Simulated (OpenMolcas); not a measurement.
# How basis sets differ on C2H6AlF (SMILES [CH3][Al]([CH3])[F])

C2H6AlF: 10 atoms, total charge 0, spin state singlet. SMILES: `[CH3][Al]([CH3])[F]`. The shape is that of a PBE0-D4/def2-TZVP optimisation.

Each level gives the HOMO–LUMO gap (eV). The values are calculated.

```json
{"level": "HF/ANO-R0 (sfX2C)", "kind": "Hartree–Fock", "program": "OpenMolcas", "value (eV)": "14.33", "CPU time": "5 s"}
{"level": "HF/ANO-S-MB", "kind": "Hartree–Fock", "program": "OpenMolcas", "value (eV)": "13.97", "CPU time": "1.4 s"}
{"level": "HF/STO-3G", "kind": "Hartree–Fock", "program": "OpenMolcas", "value (eV)": "17.90", "CPU time": "1.7 s"}
{"level": "HF/3-21G", "kind": "Hartree–Fock", "program": "OpenMolcas", "value (eV)": "13.50", "CPU time": "2.2 s"}
{"level": "HF/def2-SVP", "kind": "Hartree–Fock", "program": "OpenMolcas", "value (eV)": "13.70", "CPU time": "6.6 s"}
```

The values span 13.50 to 17.90 eV. A Hartree–Fock LUMO above zero doesn't converge with the basis: it sinks as sets grow more diffuse. Orbital gaps aren't excitation energies. CPU times are rough (shared hosts, several kinds of processor and program).

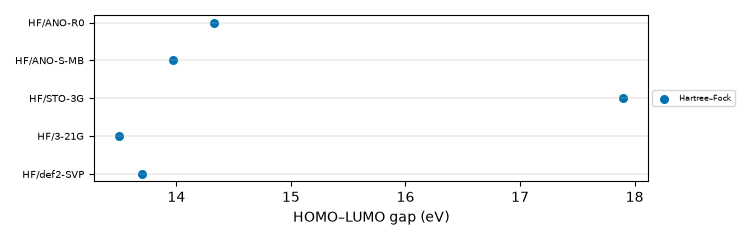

The values of the table, level by level.
